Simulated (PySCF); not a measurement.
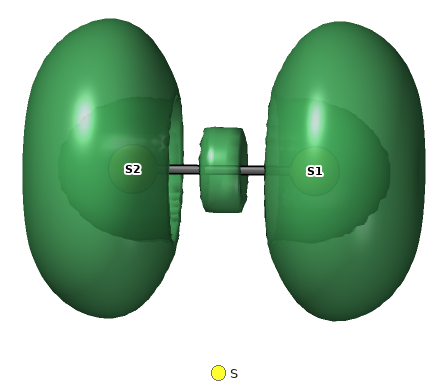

Figure 1: S$_{2}$ (triplet). Isosurface of the ELF at 0.75 (green), seen from one side. Only the valence region is drawn (cores and ρ < 0.01 e/Å³ removed).

All numbers below come from PySCF, PBE0/6-311G(d,p), non-relativistic, at a bond length of 1.909 Å.

Describe the localisation domains.

Answer. At this value the surface marks out one region between bonded S–S atoms (shared pairs) and two rings or bowls of non-bonding electrons around S. Along the contacts the grid gives the following. S–S (1.91 Å): the ELF peaks at about 0.85 between the atoms: localised, covalent bonding.
